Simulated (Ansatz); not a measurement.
# BrGaHS: the cost of one run

Computed with Ansatz 0.2.0, Gaussian basis. Level: the settings change from run to run.

## 1. The geometry

The structure was relaxed beforehand with PBE0-D4 in a triple-zeta def2 set.

SMILES `[SH][Ga][Br]`, 4 atoms, charge 0, spin multiplicity 2.

Atoms are counted from 1 here; the program's logs count them from 0.

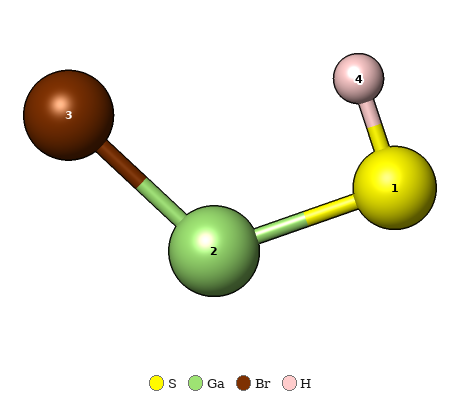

The geometry (sulfur yellow, gallium green, bromine brown, hydrogen pink); atoms are numbered from 1 in the order of the file.

Geometry (Å):

| atom | x (Å) | y (Å) | z (Å) |
| --- | --- | --- | --- |
| S1 | -0.7119 | 1.2477 | -0.7137 |
| Ga2 | -0.7442 | -0.9302 | -0.2182 |
| Br3 | 1.0446 | -1.7798 | 0.9948 |
| H4 | 0.4670 | 1.4021 | -0.0831 |

## 2. CAM-B3LYP/6-31G*

This run has a grid of angular degree 11, relativity set to scalar, high accuracy.

File in.yaml:

```yaml
crystal:
  periodic: [false, false, false]
  atoms:
    - {symbol: S, position_ang: [-0.711934, 1.247709, -0.713741]}
    - {symbol: Ga, position_ang: [-0.744167, -0.930189, -0.218216]}
    - {symbol: Br, position_ang: [1.044630, -1.779821, 0.994811]}
    - {symbol: H, position_ang: [0.466972, 1.402101, -0.083054]}
basis:
  gaussian: {orbitals: "6-31G*", final_grid: {core_spheres: 5, valence_spheres: 4, degree: 11}}
magnetization: {spin_polarized: true, initial_magnetization: 1}
hamiltonian: {xc: {name: CAM-B3LYP}, pseudopotentials: {relativity: scalar}}
accuracy: high
output: {forces: true}
```

Run with:

```bash
$ ansatz run in.yaml --threads 4 --pin off --events-out ev --progress --plain --max-ram 10444MiB
```

**Question.** How long does this run take on 4 threads of Arm Neoverse V1, shared host, and how much memory does it need?

About 3.9 s, with a peak of 0.5 GiB.
